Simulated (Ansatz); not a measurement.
# Cl3H2NZr: two geometries relaxed, part 2 of 2

Are the two ends of the reaction (1,2-elimination) separate minima, and which lies lower? Each is relaxed from a guess. Meant to form: H4–Cl2; to break: Zr1–Cl2, H4–N3. The start is a guess near the saddle point, from which both ends are pulled out.

Ansatz 0.2.0; RKS PBE0-D4/def2-SVP.

## (4) Pulling towards end B

Springs on the bonds that form and break draw the guess towards this end; the thresholds are loose.

Contents of input.yaml:

```yaml
crystal:
  periodic: [false, false, false]
  atoms:
    - { symbol: Zr, position_ang: [-0.2418, 0.1339, 0.8295] }
    - { symbol: Cl, position_ang: [1.6513, -1.5708, -0.8572] }
    - { symbol: "N", position_ang: [-0.4343, 0.5386, -1.0268] }
    - { symbol: H, position_ang: [0.5027, -0.3446, -1.3839] }
    - { symbol: Cl, position_ang: [0.9928, 1.4254, 2.2499] }
    - { symbol: Cl, position_ang: [-1.6691, -1.1435, 2.068] }
    - { symbol: H, position_ang: [-0.8017, 0.9609, -1.8794] }
basis:
  gaussian: { orbitals: def2-SVP }
hamiltonian:
  xc: pbe0
  dispersion: d4
relax:
  f_tol: 0.15
  max_steps: 25
  restrain:
    - { distance: [3, 1], at: 1.33, k: 30.0 }
    - { distance: [0, 1], at: 4.07, k: 30.0 }
    - { distance: [3, 2], at: 2.32, k: 30.0 }
```

Command:

```
ansatz run input.yaml --threads 2 --pin off --max-ram 3072MiB --backend cpu --events-out ev --progress --plain --runs-dir out
```

What it wrote:

```text
Warning: RAYON_NUM_THREADS=2 ignored (pool sized by the plan → 2); use --threads N
The last accepted step is kept in <dir> (removed where the run ends without a failure and the disk answers)
Engine: ansatz 0.2.0, aarch64-unknown-linux-gnu
Functional definition: PBE0
  parameter a = 0.25
  parameter kappa = 0.804
  parameter beta = 0.06672455060314922
  exchange = (1 - a)*pbe_x(kappa = kappa, mu = beta*pi^2/3) + a*exact_x
  correlation = pbe_c(beta = beta)
1133 factors; integrals over basis functions are off by at most 2.6e-4 eV
mean field evaluation 1: about -40340.0543 eV, gradient 6.2e1 eV
mean field evaluation 2: about -40240.6290 eV, gradient 1.9e2 eV
mean field evaluation 4: about -40347.9527 eV, gradient 1.4e1 eV
mean field evaluation 8: about -40348.5873 eV, gradient 6.3e-1 eV
mean field evaluation 16: about -40348.5884 eV, gradient 8.9e-5 eV
mean field -40348.58840561 eV, -1482.7832746508 hartree, gradient 1.2e-5 eV, S^2 0.000000; 0 other end points of the search recorded, 0 dependent functions left out
the calculation of the forces begins
reference -40348.58846517 eV, -1482.7832768395 hartree; 36, 36 occupied and 73, 73 virtual orbitals, 1133 factors
relax step   1: F+E_penalty+E_count = -40348.78623199 eV  Δ(F+E_penalty+E_count) = +0.000e0 eV  max|allowed force component| = 2.630e0 eV/Å  E_restraint = 32.74467592 eV  max|allowed force component, restraints' pulls added| = 2.770e1 eV/Å  Δτ_max = 0.0000 Å  (30 SCF iters, accepted)
  distance H 3 - Cl 1 = 1.7608 Å
  distance Zr 0 - Cl 1 = 3.0553 Å
  distance H 3 - N 2 = 1.3362 Å
these checks for a lower state are left out or cut short: starts, cluster_reference, orbital_swaps, neighbouring_geometries, increment
1133 factors; integrals over basis functions are off by at most 2.6e-4 eV
mean field -40347.58410276 eV, -1482.7463672017 hartree, gradient 2.6e-5 eV, S^2 0.000000; 0 other end points of the search recorded, 0 dependent functions left out
the calculation of the forces begins
reference -40347.58416111 eV, -1482.7463693461 hartree; 36, 36 occupied and 73, 73 virtual orbitals, 1133 factors
relax step   2: F+E_penalty+E_count = -40347.78945776 eV  Δ(F+E_penalty+E_count) = +9.968e-1 eV  max|allowed force component| = 4.816e0 eV/Å  E_restraint = 15.25016492 eV  max|allowed force component, restraints' pulls added| = 2.032e1 eV/Å  Δτ_max = 0.1968 Å  (39 SCF iters, accepted)
  distance H 3 - Cl 1 = 1.6218 Å
  distance Zr 0 - Cl 1 = 3.3756 Å
  distance H 3 - N 2 = 1.6497 Å
these checks for a lower state are left out or cut short: starts, cluster_reference, orbital_swaps, neighbouring_geometries, increment
1133 factors; integrals over basis functions are off by at most 5.4e-4 eV
mean field evaluation 32: about -40347.5907 eV, gradient 8.1e-5 eV
mean field -40347.59073722 eV, -1482.7466110135 hartree, gradient 7.7e-6 eV, S^2 0.000000; 0 other end points of the search recorded, 0 dependent functions left out
the calculation of the forces begins
reference -40347.59079501 eV, -1482.7466131373 hartree; 36, 36 occupied and 73, 73 virtual orbitals, 1133 factors
relax step   3: F+E_penalty+E_count = -40347.79427503 eV  Δ(F+E_penalty+E_count) = -4.817e-3 eV  max|allowed force component| = 4.595e0 eV/Å  E_restraint = 5.28798443 eV  max|allowed force component, restraints' pulls added| = 1.129e1 eV/Å  Δτ_max = 0.1964 Å  (40 SCF iters, accepted)
  distance H 3 - Cl 1 = 1.4624 Å
  distance Zr 0 - Cl 1 = 3.6092 Å
  distance H 3 - N 2 = 1.9698 Å
these checks for a lower state are left out or cut short: starts, cluster_reference, orbital_swaps, neighbouring_geometries, increment
1133 factors; integrals over basis functions are off by at most 9.5e-4 eV
mean field -40347.91400636 eV, -1482.7584909353 hartree, gradient 2.6e-5 eV, S^2 0.000000; 0 other end points of the search recorded, 0 dependent functions left out
the calculation of the forces begins
reference -40347.91406408 eV, -1482.7584930565 hartree; 36, 36 occupied and 73, 73 virtual orbitals, 1133 factors
relax step   4: F+E_penalty+E_count = -40348.10925725 eV  Δ(F+E_penalty+E_count) = -3.150e-1 eV  max|allowed force component| = 1.458e0 eV/Å  E_restraint = 0.37857921 eV  max|allowed force component, restraints' pulls added| = 2.703e0 eV/Å  Δτ_max = 0.2000 Å  (38 SCF iters, accepted)
  distance H 3 - Cl 1 = 1.3206 Å
  distance Zr 0 - Cl 1 = 3.9165 Å
  distance H 3 - N 2 = 2.2800 Å
these checks for a lower state are left out or cut short: starts, cluster_reference, orbital_swaps, neighbouring_geometries, increment
1135 factors; integrals over basis functions are off by at most 3.2e-4 eV
mean field -40347.99135506 eV, -1482.7613334478 hartree, gradient 2.5e-5 eV, S^2 0.000000; 0 other end points of the search recorded, 0 dependent functions left out
the calculation of the forces begins
reference -40347.99141309 eV, -1482.7613355802 hartree; 36, 36 occupied and 73, 73 virtual orbitals, 1135 factors
relax step   5: F+E_penalty+E_count = -40348.18359786 eV  Δ(F+E_penalty+E_count) = -7.434e-2 eV  max|allowed force component| = 1.973e0 eV/Å  E_restraint = 0.01349095 eV  max|allowed force component, restraints' pulls added| = 1.930e0 eV/Å  Δτ_max = 0.1936 Å  (33 SCF iters, accepted)
  distance H 3 - Cl 1 = 1.3033 Å
  distance Zr 0 - Cl 1 = 4.0571 Å
  distance H 3 - N 2 = 2.3248 Å
these checks for a lower state are left out or cut short: starts, cluster_reference, orbital_swaps, neighbouring_geometries, increment
1133 factors; integrals over basis functions are off by at most 9.8e-4 eV
mean field -40348.01681826 eV, -1482.7622692031 hartree, gradient 1.6e-5 eV, S^2 0.000000; 0 other end points of the search recorded, 0 dependent functions left out
the calculation of the forces begins
reference -40348.01687633 eV, -1482.7622713370 hartree; 36, 36 occupied and 73, 73 virtual orbitals, 1133 factors
relax step   6: F+E_penalty+E_count = -40348.20854659 eV  Δ(F+E_penalty+E_count) = -2.495e-2 eV  max|allowed force component| = 6.866e-1 eV/Å  E_restraint = 0.00219458 eV  max|allowed force component, restraints' pulls added| = 3.846e-1 eV/Å  Δτ_max = 0.2000 Å  (33 SCF iters, accepted)
  distance H 3 - Cl 1 = 1.3205 Å
  distance Zr 0 - Cl 1 = 4.0626 Å
  distance H 3 - N 2 = 2.3212 Å
these checks for a lower state are left out or cut short: starts, cluster_reference, orbital_swaps, neighbouring_geometries, increment
1133 factors; integrals over basis functions are off by at most 8.9e-4 eV
mean field evaluation 64: about -40347.9945 eV, gradient 1.1e-5 eV
mean field -40347.99452875 eV, -1482.7614500785 hartree, gradient 1.1e-5 eV, S^2 0.000000; 0 other end points of the search recorded, 0 dependent functions left out
the calculation of the forces begins
reference -40347.99458691 eV, -1482.7614522159 hartree; 36, 36 occupied and 73, 73 virtual orbitals, 1133 factors
relax step   7: F+E_penalty+E_count = -40348.18628091 eV  Δ(F+E_penalty+E_count) = +2.227e-2 eV  max|allowed force component| = 1.145e0 eV/Å  E_restraint = 0.00673334 eV  max|allowed force component, restraints' pulls added| = 1.365e0 eV/Å  Δτ_max = 0.1996 Å  (33 SCF iters, rejected (line search))
  distance H 3 - Cl 1 = 1.3485 Å
  distance Zr 0 - Cl 1 = 4.0599 Å
  distance H 3 - N 2 = 2.3220 Å
these checks for a lower state are left out or cut short: starts, cluster_reference, orbital_swaps, neighbouring_geometries, increment
1134 factors; integrals over basis functions are off by at most 5.0e-4 eV
mean field -40348.03668078 eV, -1482.7629991373 hartree, gradient 2.1e-5 eV, S^2 0.000000; 0 other end points of the search recorded, 0 dependent functions left out
the calculation of the forces begins
reference -40348.03673898 eV, -1482.7630012761 hartree; 36, 36 occupied and 73, 73 virtual orbitals, 1134 factors
relax step   8: F+E_penalty+E_count = -40348.22671929 eV  Δ(F+E_penalty+E_count) = -1.817e-2 eV  max|allowed force component| = 5.388e-1 eV/Å  E_restraint = 0.00366042 eV  max|allowed force component, restraints' pulls added| = 1.076e-1 eV/Å  Δτ_max = 0.0996 Å  (33 SCF iters, accepted)
  distance H 3 - Cl 1 = 1.3165 Å
  distance Zr 0 - Cl 1 = 4.0623 Å
  distance H 3 - N 2 = 2.3184 Å
these checks for a lower state are left out or cut short: starts, cluster_reference, orbital_swaps, neighbouring_geometries, increment
1133 factors; integrals over basis functions are off by at most 9.8e-4 eV
mean field -40348.04200171 eV, -1482.7631946779 hartree, gradient 1.0e-5 eV, S^2 0.000000; 0 other end points of the search recorded, 0 dependent functions left out
the calculation of the forces begins
reference -40348.04206001 eV, -1482.7631968201 hartree; 36, 36 occupied and 73, 73 virtual orbitals, 1133 factors
relax step   9: F+E_penalty+E_count = -40348.23052427 eV  Δ(F+E_penalty+E_count) = -3.805e-3 eV  max|allowed force component| = 5.931e-1 eV/Å  E_restraint = 0.00273136 eV  max|allowed force component, restraints' pulls added| = 2.220e-1 eV/Å  Δτ_max = 0.0984 Å  (34 SCF iters, accepted)
  distance H 3 - Cl 1 = 1.3192 Å
  distance Zr 0 - Cl 1 = 4.0624 Å
  distance H 3 - N 2 = 2.3228 Å
these checks for a lower state are left out or cut short: starts, cluster_reference, orbital_swaps, neighbouring_geometries, increment
1134 factors; integrals over basis functions are off by at most 6.3e-4 eV
mean field -40348.07116996 eV, -1482.7642665910 hartree, gradient 3.9e-5 eV, S^2 0.000000; 0 other end points of the search recorded, 0 dependent functions left out
the calculation of the forces begins
reference -40348.07122861 eV, -1482.7642687465 hartree; 36, 36 occupied and 73, 73 virtual orbitals, 1134 factors
relax step  10: F+E_penalty+E_count = -40348.25821198 eV  Δ(F+E_penalty+E_count) = -2.769e-2 eV  max|allowed force component| = 5.546e-1 eV/Å  E_restraint = 0.00301476 eV  max|allowed force component, restraints' pulls added| = 2.057e-1 eV/Å  Δτ_max = 0.1500 Å  (33 SCF iters, accepted)
  distance H 3 - Cl 1 = 1.3183 Å
  distance Zr 0 - Cl 1 = 4.0620 Å
  distance H 3 - N 2 = 2.3203 Å
these checks for a lower state are left out or cut short: starts, cluster_reference, orbital_swaps, neighbouring_geometries, increment
1135 factors; integrals over basis functions are off by at most 3.0e-4 eV
mean field -40348.08003777 eV, -1482.7645924773 hartree, gradient 8.5e-6 eV, S^2 0.000000; 0 other end points of the search recorded, 0 dependent functions left out
the calculation of the forces begins
reference -40348.08009691 eV, -1482.7645946506 hartree; 36, 36 occupied and 73, 73 virtual orbitals, 1135 factors
relax step  11: F+E_penalty+E_count = -40348.26590772 eV  Δ(F+E_penalty+E_count) = -7.696e-3 eV  max|allowed force component| = 5.150e-1 eV/Å  E_restraint = 0.00426870 eV  max|allowed force component, restraints' pulls added| = 5.150e-1 eV/Å  Δτ_max = 0.1951 Å  (38 SCF iters, accepted)
  distance H 3 - Cl 1 = 1.3142 Å
  distance Zr 0 - Cl 1 = 4.0644 Å
  distance H 3 - N 2 = 2.3223 Å
these checks for a lower state are left out or cut short: starts, cluster_reference, orbital_swaps, neighbouring_geometries, increment
1133 factors; integrals over basis functions are off by at most 9.2e-4 eV
mean field evaluation 96: about -40348.0971 eV, gradient 2.2e-1 eV
mean field -40348.09736384 eV, -1482.7652291983 hartree, gradient 1.3e-5 eV, S^2 0.000000; 0 other end points of the search recorded, 0 dependent functions left out
the calculation of the forces begins
reference -40348.09742289 eV, -1482.7652313686 hartree; 36, 36 occupied and 73, 73 virtual orbitals, 1133 factors
relax step  12: F+E_penalty+E_count = -40348.28539588 eV  Δ(F+E_penalty+E_count) = -1.949e-2 eV  max|allowed force component| = 8.313e-1 eV/Å  E_restraint = 0.00253388 eV  max|allowed force component, restraints' pulls added| = 7.122e-1 eV/Å  Δτ_max = 0.1267 Å  (33 SCF iters, accepted)
  distance H 3 - Cl 1 = 1.3324 Å
  distance Zr 0 - Cl 1 = 4.0573 Å
  distance H 3 - N 2 = 2.3208 Å
these checks for a lower state are left out or cut short: starts, cluster_reference, orbital_swaps, neighbouring_geometries, increment
1135 factors; integrals over basis functions are off by at most 2.6e-4 eV
mean field -40348.12061954 eV, -1482.7660838297 hartree, gradient 1.1e-5 eV, S^2 0.000000; 0 other end points of the search recorded, 0 dependent functions left out
the calculation of the forces begins
reference -40348.12067883 eV, -1482.7660860085 hartree; 36, 36 occupied and 73, 73 virtual orbitals, 1135 factors
relax step  13: F+E_penalty+E_count = -40348.30963569 eV  Δ(F+E_penalty+E_count) = -2.424e-2 eV  max|allowed force component| = 4.790e-1 eV/Å  E_restraint = 0.00422832 eV  max|allowed force component, restraints' pulls added| = 1.038e-1 eV/Å  Δτ_max = 0.1167 Å  (34 SCF iters, accepted)
  distance H 3 - Cl 1 = 1.3160 Å
  distance Zr 0 - Cl 1 = 4.0615 Å
  distance H 3 - N 2 = 2.3163 Å
1135 factors; integrals over basis functions are off by at most 2.6e-4 eV
mean field -40348.12061954 eV, -1482.7660838297 hartree, gradient 1.1e-5 eV, S^2 0.000000; 1 other end points of the search recorded, 0 dependent functions left out
the calculation of the forces begins
reference -40348.12067883 eV, -1482.7660860085 hartree; 36, 36 occupied and 73, 73 virtual orbitals, 1135 factors
Total energy: -40348.30969498 eV, -1482.7730322240 hartree
Atom 0 at    -0.326687     0.075837     1.108518 Å, force     0.222384    -0.146370    -0.181369 eV/Å
Atom 1 at     2.065620    -1.657336    -1.678735 Å, force    -0.479033     0.421424     0.211905 eV/Å
Atom 2 at    -0.581186     0.479044    -0.627113 Å, force     0.018477     0.044275    -0.058780 eV/Å
Atom 3 at     1.111402    -0.753081    -1.618128 Å, force     0.248896    -0.249761     0.026835 eV/Å
Atom 4 at     0.907939     1.771511     2.222645 Å, force    -0.043840    -0.037650    -0.028153 eV/Å
Atom 5 at    -2.297078    -0.776722     2.116410 Å, force     0.006923     0.026262    -0.003024 eV/Å
Atom 6 at    -0.880110     0.860647    -1.523497 Å, force     0.026194    -0.058180     0.032587 eV/Å
Dipole moment:     0.117265    -0.251433    -0.147762 e Å
```

Wall time 57 s (2 threads of Arm Neoverse V1, shared host); peak memory 0.27 GiB.

Step by step:

| step | energy from step 1 (eV) | largest force component (eV/Å) |
| --- | --- | --- |
| 1 | 0.0000 | 2.6299 |
| 2 | 0.9968 | 4.8162 |
| 3 | 0.9920 | 4.5945 |
| 4 | 0.6770 | 1.4584 |
| 5 | 0.6026 | 1.9730 |
| 6 | 0.5777 | 0.6866 |
| 7x | 0.6000 | 1.1447 |
| 8 | 0.5595 | 0.5388 |
| 9 | 0.5557 | 0.5931 |
| 10 | 0.5280 | 0.5546 |
| 11 | 0.5203 | 0.5150 |
| 12 | 0.5008 | 0.8313 |
| 13 | 0.4766 | 0.4790 |

Step 1 is the start. 1 step was tried and not accepted (marked x). Energies and forces in the table leave out the springs, which the log lists apart; the run stops on the force with the springs' pull added.

After: Bond lengths: Zr1–N3 1.800 Å, Cl2–H4 1.316 Å, Zr1–Cl5 2.375 Å, Zr1–Cl6 2.372 Å, N3–H7 1.019 Å. Angles: Zr1–N3–H7 166.8°, N3–Zr1–Cl5 111.5°, N3–Zr1–Cl6 111.9°, Cl5–Zr1–Cl6 119.3°.

Pairs that crossed the distance rule for bonds on the way: came closer Cl2–H4; moved apart Zr1–Cl2, Zr1–H4.

## (5) Relaxing end B

It starts where the restrained run ended.

Contents of input.yaml:

```yaml
crystal:
  periodic: [false, false, false]
  atoms:
    - { symbol: Zr, position_ang: [-0.326687, 0.075837, 1.108518] }
    - { symbol: Cl, position_ang: [2.06562, -1.657336, -1.678735] }
    - { symbol: "N", position_ang: [-0.581186, 0.479044, -0.627113] }
    - { symbol: H, position_ang: [1.111402, -0.753081, -1.618128] }
    - { symbol: Cl, position_ang: [0.907939, 1.771511, 2.222645] }
    - { symbol: Cl, position_ang: [-2.297078, -0.776722, 2.11641] }
    - { symbol: H, position_ang: [-0.88011, 0.860647, -1.523497] }
basis:
  gaussian: { orbitals: def2-SVP }
hamiltonian:
  xc: pbe0
  dispersion: d4
relax:
  f_tol: 0.03
  max_steps: 50
```

Command:

```
ansatz run input.yaml --threads 2 --pin off --max-ram 3072MiB --backend cpu --events-out ev --progress --plain --runs-dir out
```

What it wrote, shortened:

```text
Warning: RAYON_NUM_THREADS=2 ignored (pool sized by the plan → 2); use --threads N
[...]
[... 1 set-up line as earlier in the session ...]
[...]
1131 factors; integrals over basis functions are off by at most 2.9e-4 eV
[...]
mean field -40348.12062713 eV, -1482.7660841085 hartree, gradient 5.0e-5 eV, S^2 0.000000; 0 other end points of the search recorded, 0 dependent functions left out
[...]
reference -40348.12068660 eV, -1482.7660862941 hartree; 36, 36 occupied and 73, 73 virtual orbitals, 1131 factors
relax step   1: F+E_penalty+E_count = -40348.30964325 eV  Δ(F+E_penalty+E_count) = +0.000e0 eV  max|allowed force component| = 4.790e-1 eV/Å  Δτ_max = 0.0000 Å  (30 SCF iters, accepted)
[...]
relax step   5: F+E_penalty+E_count = -40348.98960271 eV  Δ(F+E_penalty+E_count) = -2.114e-1 eV  max|allowed force component| = 8.286e-1 eV/Å  Δτ_max = 0.1981 Å  (32 SCF iters, accepted)
[...]
mean field -40351.59461545 eV, -1482.8937508247 hartree, gradient 2.5e-5 eV, S^2 0.000000; 1 other end points of the search recorded, 0 dependent functions left out
[...]
reference -40351.59468104 eV, -1482.8937532348 hartree; 36, 36 occupied and 73, 73 virtual orbitals, 1128 factors
Total energy: -40351.79956897 eV, -1482.9012827276 hartree
Atom 0 at     0.208283    -0.273018     0.634201 Å, force     0.001474     0.008037     0.010033 eV/Å
Atom 1 at     1.820359    -1.915018     0.208340 Å, force     0.000805    -0.000060     0.000458 eV/Å
Atom 2 at    -0.349428     0.439974    -1.135471 Å, force    -0.024567    -0.008117     0.002337 eV/Å
Atom 3 at     0.101572     0.237017    -2.026542 Å, force     0.004883     0.005420     0.000910 eV/Å
Atom 4 at     1.073241     1.507022     1.899855 Å, force    -0.001096    -0.006001    -0.006946 eV/Å
Atom 5 at    -1.717170    -1.063190     1.716831 Å, force     0.004483     0.001281    -0.007008 eV/Å
Atom 6 at    -1.136956     1.067113    -1.297113 Å, force     0.014018    -0.000560     0.000217 eV/Å
Dipole moment:    -0.158529     0.170219    -0.604948 e Å
```

Run time: 74 s. Hardware: 2 threads of Arm Neoverse V1, shared host; peak memory 0.27 GiB.

Step by step:

| step | energy from step 1 (eV) | largest force component (eV/Å) |
| --- | --- | --- |
| 1 | 0.0000 | 0.4790 |
| 2 | -0.1183 | 0.2432 |
| 3 | -0.2778 | 0.3744 |
| 4 | -0.4686 | 0.5230 |
| 5 | -0.6800 | 0.8286 |
| 6 | -0.9600 | 0.9805 |
| 7 | -1.4095 | 1.9652 |
| 8 | -2.1757 | 1.6734 |
| 9 | -2.2475 | 6.3148 |
| 10 | -2.9394 | 1.6708 |
| 11 | -3.1690 | 0.7046 |
| 12 | -3.3420 | 0.6425 |
| 13 | -3.4474 | 0.2587 |
| 14 | -3.4546 | 0.8893 |
| 15 | -3.4862 | 0.3015 |
| 16 | -3.4893 | 0.1211 |
| 17 | -3.4899 | 0.0246 |

Step 1 is the start.

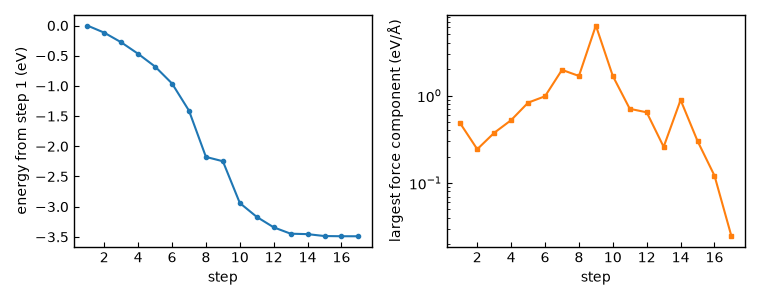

How energy and force went from step to step.

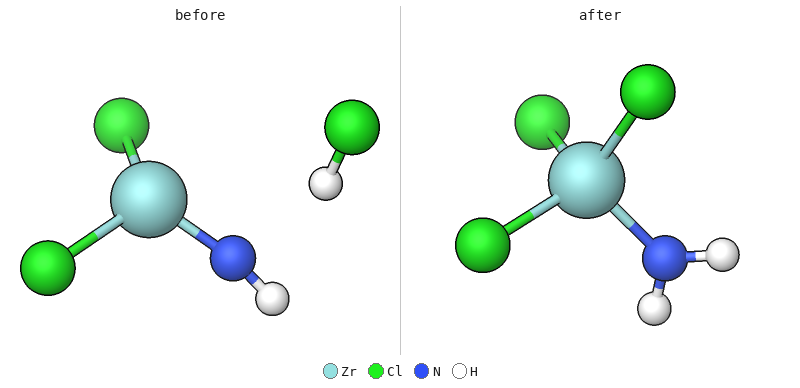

Before and after, at one scale.

After: Bond lengths: Zr1–Cl2 2.340 Å, Zr1–N3 1.988 Å, N3–H4 1.019 Å, Zr1–Cl5 2.349 Å, Zr1–Cl6 2.346 Å, N3–H7 1.020 Å. Angles: Cl2–Zr1–N3 106.4°, Cl2–Zr1–Cl5 112.1°, Cl2–Zr1–Cl6 114.4°, N3–Zr1–Cl5 108.1°, N3–Zr1–Cl6 107.5°, Cl5–Zr1–Cl6 108.0°, Zr1–N3–H4 125.6°, Zr1–N3–H7 125.3°, H4–N3–H7 109.0°.

Pairs that crossed the distance rule for bonds on the way: came closer Zr1–Cl2, N3–H4; moved apart Cl2–H4.

## (6) Results

This closing draws on all 2 parts.

```
                           quantity                     value
                              end A   7 moves, 0.749 eV lower
                              end B  16 moves, 3.490 eV lower
largest difference between the ends                    0.15 Å
            end B relative to end A                 +0.000 eV
```

What this shows: Both starts fell into the same minimum (no atom differs by more than 0.15 Å), so from this start no second minimum was found and no band was run; another arrangement could still be one.
